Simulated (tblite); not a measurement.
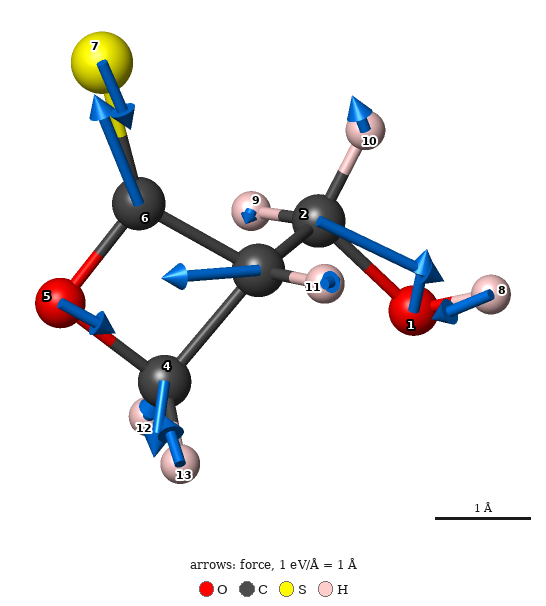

Starting geometry of C$_{4}$H$_{6}$O$_{2}$S with the computed forces as blue arrows. A ball-and-stick model, seen at a tilt.

Theory: tblite, GFN2-xTB geometry optimisation, gas phase. 

### Is this structure relaxed? If not, where do the atoms go?

It isn't relaxed: the largest force vector, on a C atom, is 1.57 eV/Å. The final displacements follow the starting forces only in part (cosine between the two patterns 0.37). The largest move after the best rigid fit is that of an H atom, 0.12 Å. By element the largest moves are H 0.12 Å, O 0.11 Å, S 0.08 Å, C 0.02 Å. Near-neighbour distances that change, for instance: C–O 1.441 → 1.401 Å, C–C 1.500 → 1.532 Å, C–S 1.628 → 1.604 Å, C–H 1.113 → 1.090 Å. Bond angles that change, for instance: O–C–H 107.8° → 111.8°, O–C–C 108.5° → 112.4°, C–C–H 114.2° → 110.4°. Over 26 geometry steps the energy falls by 0.120 eV. The run took 0.15 s on 1 thread of Intel(R) Xeon(R) Platinum 8375C CPU @ 2.90GHz (shared host).
